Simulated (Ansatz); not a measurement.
Input

```
crystal:
  periodic: [false, false, false]
  atoms:
    - { symbol: C, position_ang: [-1.3691, -0.2547, 0.1798] }
    - { symbol: "N", position_ang: [-0.4844, -0.3973, -0.6941] }
    - { symbol: C, position_ang: [0.6902, 0.3639, -0.3944] }
    - { symbol: O, position_ang: [1.5414, -0.1691, 0.6877] }
    - { symbol: H, position_ang: [-2.3813, -0.732, 0.0262] }
    - { symbol: H, position_ang: [-1.3186, 0.4599, 1.0511] }
    - { symbol: H, position_ang: [0.523, 1.4133, -0.15] }
    - { symbol: H, position_ang: [1.4079, 0.3871, -1.2711] }
    - { symbol: H, position_ang: [1.1032, 0.16413, 1.47487] }
basis:
  gaussian: { orbitals: def2-SVP }
hamiltonian:
  xc: pbe
  dispersion: d4
relax:
  f_tol: 0.015
  max_steps: 40
output:
  orbitals: {}
```

Command:

```sh
ansatz run input.yaml --threads 1 --pin off --max-ram 2048MiB --backend cpu --events-out ev --progress --plain --runs-dir out
```

The fields are those of the relaxed geometry.

All numbers below come from RKS PBE-D4/def2-SVP (Ansatz).

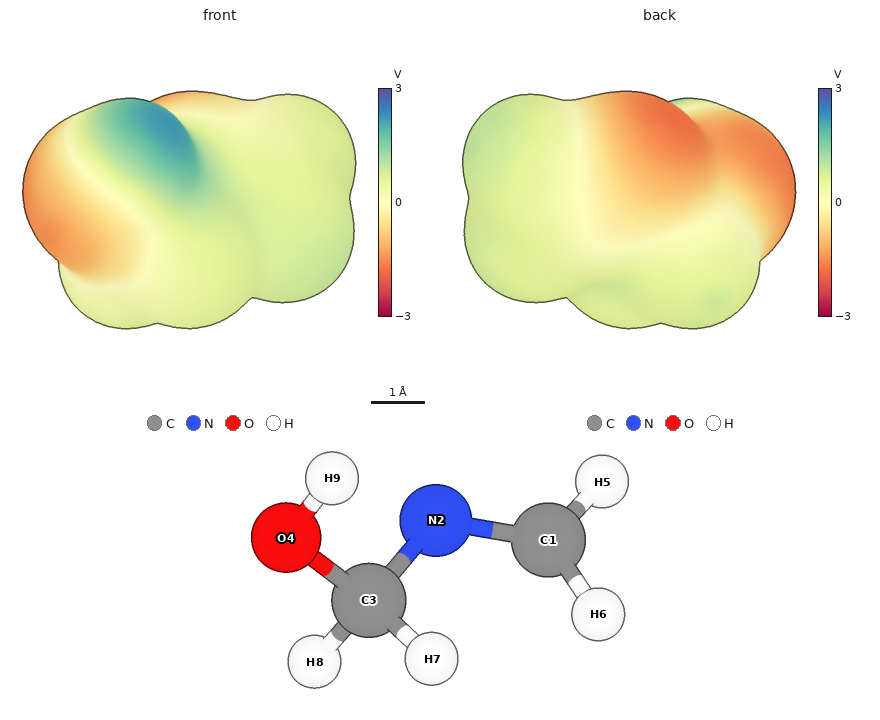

C2H5NO (SMILES C=NCO). The molecular electrostatic potential painted on the density surface at 0.002 e/bohr³, seen from the front and from behind; red is negative and blue positive. The bare structure is drawn below in the same view.

### Which sites attract a positive test charge, and which a negative one?

A positive charge is drawn to the negative regions and a negative charge to the positive ones. The most negative region (about −1.7 V) lies over N2, the most positive (about +2.2 V) over H9. N2 is the likeliest acceptor of a hydrogen bond.
